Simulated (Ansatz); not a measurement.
```sh
ansatz run in.yaml --threads 2 --pin off --events-out ev --progress --plain --max-ram 32768MiB --backend cuda --devices 0, --max-vram 18GiB
```

```yaml
crystal:
  periodic: [false, false, false]
  atoms:
    - {symbol: Se, position_ang: [0.560670, -0.274704, 0.280197]}
    - {symbol: H, position_ang: [0.045424, 1.091869, 0.143871]}
    - {symbol: H, position_ang: [-0.606094, -0.817175, -0.424058]}
basis:
  gaussian: {orbitals: "def2-QZVPP.json"}
total_charge: 1
magnetization: {spin_polarized: true, initial_magnetization: 1}
correlation: {method: ccsd_t}
scf: {omitted_lower_state_checks: [cluster_reference]}
```

Geometry: the geometry of the neutral molecule.

What structure does this define?

Formula H2Se(+). It is an open-shell species. Coordination: 1 Se bent.

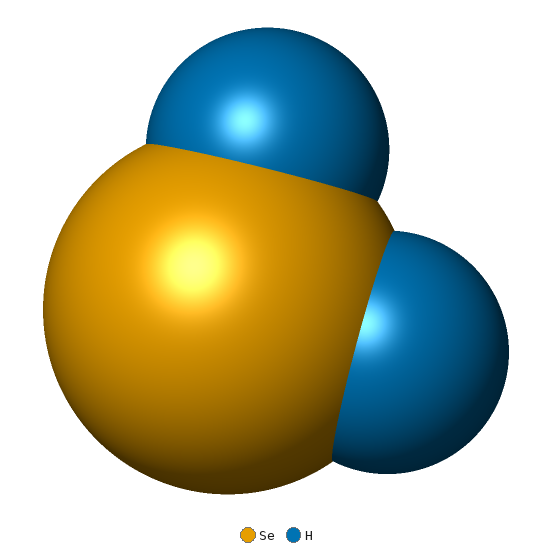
